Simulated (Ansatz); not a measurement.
## Run report: CH12Si4, molecular dynamics (part 1 of 2)

CH12Si4, computed with RKS PBE0/STO-3G (Ansatz 0.2.0).

One setting was made poor on purpose. It belongs to a series of runs on one base structure; here: dynamics from the last frame of an earlier run. Figures and captions count atoms from 1; the log counts them from 0 in places.

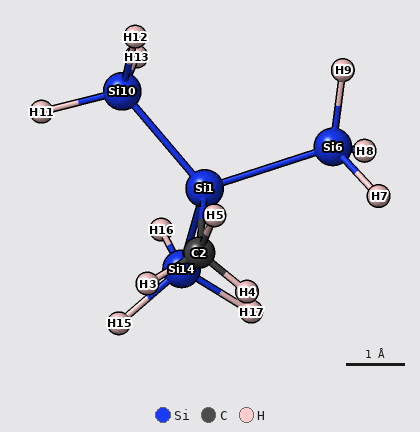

Figure 1. The structure as given in the input (ball-and-stick view, seen at a tilt; atoms are numbered from 1 in the order of the input).

## Summary

```csv
quantity,value
outcome,finished
mean temperature over the second half,1247 K
trajectory,"40 steps, 120 fs"
ensemble,nvt_nose_hoover
temperature in the input,1500.0 K
time step,3.0 fs
potential energy (last step),−32327.2518 eV
mean-field energy (last step),−32327.2518 eV
largest force (length of the vector) (last step),2.833 eV/Å
hardware,"1 thread of Arm Neoverse V1, 24 GiB of memory available, shared host"
wall time,3.5 min
peak memory,0.15 GiB
```

## Remarks

A deliberately poor setting: time step. So short a trajectory is not equilibrated. The integration failed: the conserved energy drifts or the temperature runs away, so the later frames and the averages aren't results; the time step is too long for this system.

## Input file
```yaml
crystal:
  periodic: [false, false, false]
  atoms:
    - { symbol: Si, position_ang: [-0.043568, 0.040236, -0.029024] }
    - { symbol: C, position_ang: [0.041952, -0.296702, 1.844701] }
    - { symbol: H, position_ang: [-0.8493, -0.454656, 2.428924] }
    - { symbol: H, position_ang: [0.719753, -1.12098, 1.968394] }
    - { symbol: H, position_ang: [0.60174, 0.578725, 2.323051] }
    - { symbol: Si, position_ang: [2.18616, 0.106503, -0.745382] }
    - { symbol: H, position_ang: [3.020966, -0.472338, 0.321588] }
    - { symbol: H, position_ang: [2.398473, -0.627625, -1.980514] }
    - { symbol: H, position_ang: [2.644556, 1.393714, -1.029693] }
    - { symbol: Si, position_ang: [-1.161556, 1.866143, -0.590995] }
    - { symbol: H, position_ang: [-2.551989, 1.911413, -0.189408] }
    - { symbol: H, position_ang: [-0.545256, 3.097653, -0.063064] }
    - { symbol: H, position_ang: [-1.113169, 1.835981, -1.991338] }
    - { symbol: Si, position_ang: [-1.03114, -1.784639, -0.85663] }
    - { symbol: H, position_ang: [-2.166717, -2.252894, -0.053111] }
    - { symbol: H, position_ang: [-1.529724, -1.570227, -2.140368] }
    - { symbol: H, position_ang: [-0.063781, -2.873733, -1.009412] }
basis:
  gaussian: { orbitals: STO-3G }
hamiltonian:
  xc: pbe0
md:
  timestep: 3.0
  n_steps: 40
  ensemble: nvt_nose_hoover
  temperature: 1500.0
  initial_velocities: maxwell_boltzmann
  seed: 51750
  nose_hoover: { tau: 20.0, chain_length: 3 }
```

Run as:
```bash
ansatz run input.yaml --threads 1 --pin off --max-ram 2048MiB --backend cpu --events-out ev --progress --plain --runs-dir out
```

## What the program printed
```
Engine: ansatz 0.2.0, aarch64-unknown-linux-gnu
Functional definition: PBE0
  parameter a = 0.25
  parameter kappa = 0.804
  parameter beta = 0.06672455060314922
  exchange = (1 - a)*pbe_x(kappa = kappa, mu = beta*pi^2/3) + a*exact_x
  correlation = pbe_c(beta = beta)
696 factors; integrals over basis functions are off by at most 1.6e-5 eV
mean field evaluation 1: about -32350.5643 eV, gradient 2.0e1 eV
mean field evaluation 2: about -32351.3889 eV, gradient 1.4e1 eV
mean field evaluation 4: about -32352.0657 eV, gradient 3.4e-1 eV
mean field evaluation 8: about -32352.0100 eV, gradient 1.2e-2 eV
mean field -32352.00997765 eV, -1188.9144376988 hartree, gradient 3.1e-5 eV, S^2 0.000000; 0 other end points of the search recorded, 0 dependent functions left out
the calculation of the forces begins
reference -32352.00999968 eV, -1188.9144385084 hartree; 37, 37 occupied and 16, 16 virtual orbitals, 696 factors
md step     0: t =     0.00 fs  T =  1500.0 K  F+E_penalty+E_count = -32352.00997765 eV  E_kin = 2.908350 eV  conserved = -32349.10162768 eV  (21 SCF iters)
these checks for a lower state are left out or cut short: starts, cluster_reference, orbital_swaps, neighbouring_geometries, increment
696 factors; integrals over basis functions are off by at most 1.8e-5 eV
mean field evaluation 16: about -32349.9842 eV, gradient 1.8e-1 eV
mean field -32349.98446488 eV, -1188.8400014772 hartree, gradient 4.9e-6 eV, S^2 0.000000; 0 other end points of the search recorded, 0 dependent functions left out
[... from here on the field's lines of each further geometry are left out, up to the last ...]
md step     1: t =     3.00 fs  T =  1313.7 K  F+E_penalty+E_count = -32349.98446488 eV  E_kin = 2.547127 eV  conserved = -32347.43912877 eV  (23 SCF iters)
md step     2: t =     6.00 fs  T =  1339.4 K  F+E_penalty+E_count = -32346.78535108 eV  E_kin = 2.597040 eV  conserved = -32344.20450316 eV  (24 SCF iters)
md step     3: t =     9.00 fs  T =  1428.8 K  F+E_penalty+E_count = -32346.29015804 eV  E_kin = 2.770311 eV  conserved = -32343.56448932 eV  (25 SCF iters)
md step     4: t =    12.00 fs  T =  2937.4 K  F+E_penalty+E_count = -32345.97247522 eV  E_kin = 5.695291 eV  conserved = -32340.34922334 eV  (28 SCF iters)
md step     5: t =    15.00 fs  T = 36983.4 K  F+E_penalty+E_count = -32328.03169412 eV  E_kin = 71.707188 eV  conserved = -32243.32081978 eV  (33 SCF iters)
md step     6: t =    18.00 fs  T = 84633.5 K  F+E_penalty+E_count = -32332.60481840 eV  E_kin = 164.095946 eV  conserved = -32046.06573485 eV  (68 SCF iters)
md step     7: t =    21.00 fs  T = 32599.7 K  F+E_penalty+E_count = -32332.21724483 eV  E_kin = 63.207504 eV  conserved = -32045.98290821 eV  (57 SCF iters)
md step     8: t =    24.00 fs  T = 14431.2 K  F+E_penalty+E_count = -32332.13556030 eV  E_kin = 27.980739 eV  conserved = -32045.77716815 eV  (44 SCF iters)
md step     9: t =    27.00 fs  T =  7611.0 K  F+E_penalty+E_count = -32333.07569008 eV  E_kin = 14.756991 eV  conserved = -32046.06147071 eV  (37 SCF iters)
md step    10: t =    30.00 fs  T =  4547.8 K  F+E_penalty+E_count = -32333.38316580 eV  E_kin = 8.817722 eV  conserved = -32045.81377746 eV  (40 SCF iters)
md step    11: t =    33.00 fs  T =  2830.6 K  F+E_penalty+E_count = -32333.06941726 eV  E_kin = 5.488208 eV  conserved = -32045.45024391 eV  (99 SCF iters)
md step    12: t =    36.00 fs  T =  1989.5 K  F+E_penalty+E_count = -32333.45962548 eV  E_kin = 3.857439 eV  conserved = -32045.56092122 eV  (32 SCF iters)
md step    13: t =    39.00 fs  T =  1350.2 K  F+E_penalty+E_count = -32332.91322446 eV  E_kin = 2.617987 eV  conserved = -32045.10577472 eV  (30 SCF iters)
md step    14: t =    42.00 fs  T =  1262.5 K  F+E_penalty+E_count = -32332.40852181 eV  E_kin = 2.447871 eV  conserved = -32043.98617255 eV  (37 SCF iters)
md step    15: t =    45.00 fs  T =   901.3 K  F+E_penalty+E_count = -32332.25688633 eV  E_kin = 1.747435 eV  conserved = -32043.96704738 eV  (32 SCF iters)
md step    16: t =    48.00 fs  T =  1215.9 K  F+E_penalty+E_count = -32334.10435481 eV  E_kin = 2.357589 eV  conserved = -32044.71537441 eV  (31 SCF iters)
md step    17: t =    51.00 fs  T =  6423.4 K  F+E_penalty+E_count = -32328.63471600 eV  E_kin = 12.454286 eV  conserved = -32027.23662026 eV  (47 SCF iters)
md step    18: t =    54.00 fs  T = 22984.7 K  F+E_penalty+E_count = -32326.43121791 eV  E_kin = 44.565050 eV  conserved = -31978.24280914 eV  (61 SCF iters)
md step    19: t =    57.00 fs  T = 11096.2 K  F+E_penalty+E_count = -32325.83901891 eV  E_kin = 21.514339 eV  conserved = -31978.38922146 eV  (107 SCF iters)
md step    20: t =    60.00 fs  T =  5812.6 K  F+E_penalty+E_count = -32325.67510275 eV  E_kin = 11.270112 eV  conserved = -31978.39360287 eV  (75 SCF iters)
md step    21: t =    63.00 fs  T =  3437.5 K  F+E_penalty+E_count = -32325.78578031 eV  E_kin = 6.664888 eV  conserved = -31978.41720070 eV  (57 SCF iters)
md step    22: t =    66.00 fs  T =  2217.6 K  F+E_penalty+E_count = -32325.88552300 eV  E_kin = 4.299733 eV  conserved = -31978.42508896 eV  (43 SCF iters)
md step    23: t =    69.00 fs  T =  1505.4 K  F+E_penalty+E_count = -32325.90248613 eV  E_kin = 2.918849 eV  conserved = -31978.42827851 eV  (46 SCF iters)
md step    24: t =    72.00 fs  T =  1064.2 K  F+E_penalty+E_count = -32325.87249095 eV  E_kin = 2.063313 eV  conserved = -31978.42242342 eV  (45 SCF iters)
md step    25: t =    75.00 fs  T =   802.5 K  F+E_penalty+E_count = -32325.88642825 eV  E_kin = 1.555980 eV  conserved = -31978.42352201 eV  (46 SCF iters)
md step    26: t =    78.00 fs  T =   658.2 K  F+E_penalty+E_count = -32325.95395661 eV  E_kin = 1.276096 eV  conserved = -31978.42283530 eV  (44 SCF iters)
md step    27: t =    81.00 fs  T =   587.2 K  F+E_penalty+E_count = -32326.07148267 eV  E_kin = 1.138524 eV  conserved = -31978.42691677 eV  (43 SCF iters)
md step    28: t =    84.00 fs  T =   550.5 K  F+E_penalty+E_count = -32326.19335535 eV  E_kin = 1.067392 eV  conserved = -31978.42909022 eV  (41 SCF iters)
md step    29: t =    87.00 fs  T =   525.9 K  F+E_penalty+E_count = -32326.29310119 eV  E_kin = 1.019641 eV  conserved = -31978.43009300 eV  (41 SCF iters)
md step    30: t =    90.00 fs  T =   509.9 K  F+E_penalty+E_count = -32326.37028541 eV  E_kin = 0.988600 eV  conserved = -31978.42871695 eV  (40 SCF iters)
md step    31: t =    93.00 fs  T =   514.7 K  F+E_penalty+E_count = -32326.45525654 eV  E_kin = 0.998005 eV  conserved = -31978.42615348 eV  (40 SCF iters)
md step    32: t =    96.00 fs  T =   551.9 K  F+E_penalty+E_count = -32326.58049666 eV  E_kin = 1.070122 eV  conserved = -31978.42872235 eV  (39 SCF iters)
md step    33: t =    99.00 fs  T =   612.7 K  F+E_penalty+E_count = -32326.72242201 eV  E_kin = 1.188004 eV  conserved = -31978.42961340 eV  (39 SCF iters)
md step    34: t =   102.00 fs  T =   685.7 K  F+E_penalty+E_count = -32326.85962148 eV  E_kin = 1.329570 eV  conserved = -31978.43278531 eV  (39 SCF iters)
md step    35: t =   105.00 fs  T =   762.5 K  F+E_penalty+E_count = -32326.96414821 eV  E_kin = 1.478479 eV  conserved = -31978.43098373 eV  (39 SCF iters)
md step    36: t =   108.00 fs  T =   850.0 K  F+E_penalty+E_count = -32327.05387668 eV  E_kin = 1.648051 eV  conserved = -31978.43298337 eV  (39 SCF iters)
md step    37: t =   111.00 fs  T =   946.9 K  F+E_penalty+E_count = -32327.11603230 eV  E_kin = 1.835989 eV  conserved = -31978.43198663 eV  (39 SCF iters)
md step    38: t =   114.00 fs  T =  1054.6 K  F+E_penalty+E_count = -32327.15417874 eV  E_kin = 2.044678 eV  conserved = -31978.43172381 eV  (39 SCF iters)
md step    39: t =   117.00 fs  T =  1184.0 K  F+E_penalty+E_count = -32327.18298192 eV  E_kin = 2.295639 eV  conserved = -31978.42722024 eV  (39 SCF iters)
the calculation of the forces begins
reference -32327.25184345 eV, -1188.0045930486 hartree; 37, 37 occupied and 16, 16 virtual orbitals, 680 factors
680 factors; integrals over basis functions are off by at most 3.4e-5 eV
mean field evaluation 416: about -32327.3660 eV, gradient 1.3e-1 eV
mean field -32327.25180896 eV, -1188.0045917811 hartree, gradient 1.8e-5 eV, S^2 0.000000; 3 other end points of the search recorded, 0 dependent functions left out
the calculation of the forces begins
reference -32327.25184345 eV, -1188.0045930486 hartree; 37, 37 occupied and 16, 16 virtual orbitals, 680 factors
md step    40: t =   120.00 fs  T =  1357.3 K  F+E_penalty+E_count = -32327.25180896 eV  E_kin = 2.631750 eV  conserved = -31978.42731417 eV  (143 SCF iters)
```

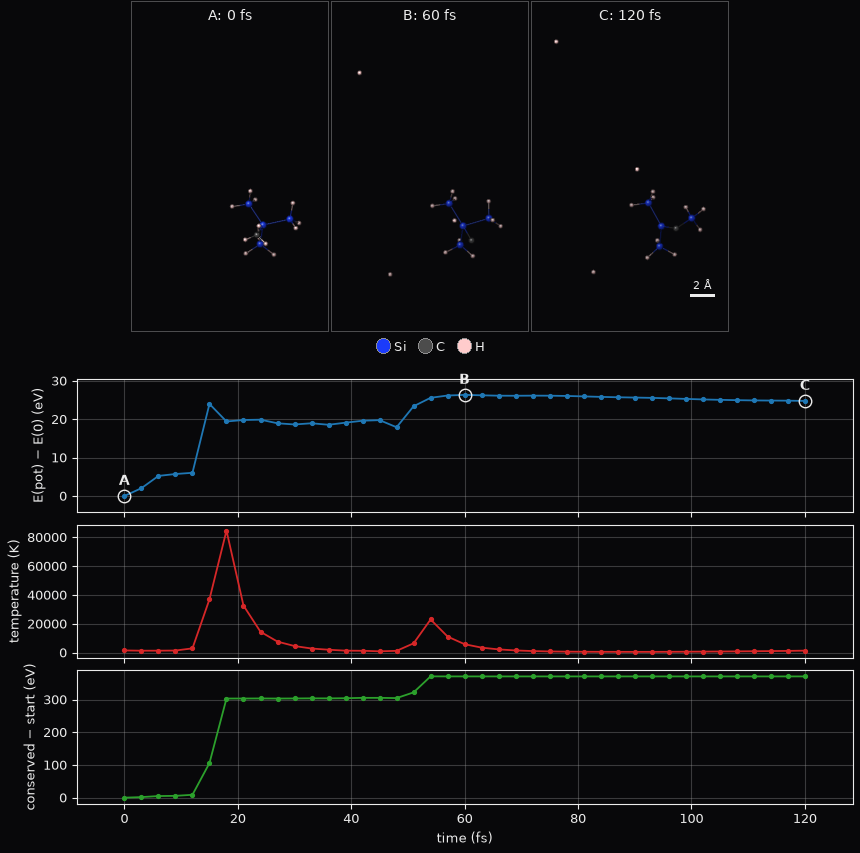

Figure 2. Frames of the molecular dynamics (ball-and-stick, seen at a tilt) above the curves, on which the letters mark them. The trajectory kept here has 41 frames over 120 fs. The temperature starts at 1500 K, ranges from 510 to 84634 K and averages 1247 K over the second half. The potential energy ends 24.758 eV above its first value. The conserved quantity stays within 370 eV. After an unweighted best fit of the last frame on the first, the root-mean-square displacement is 6.30 Å, and H5 has moved furthest (19.07 Å).
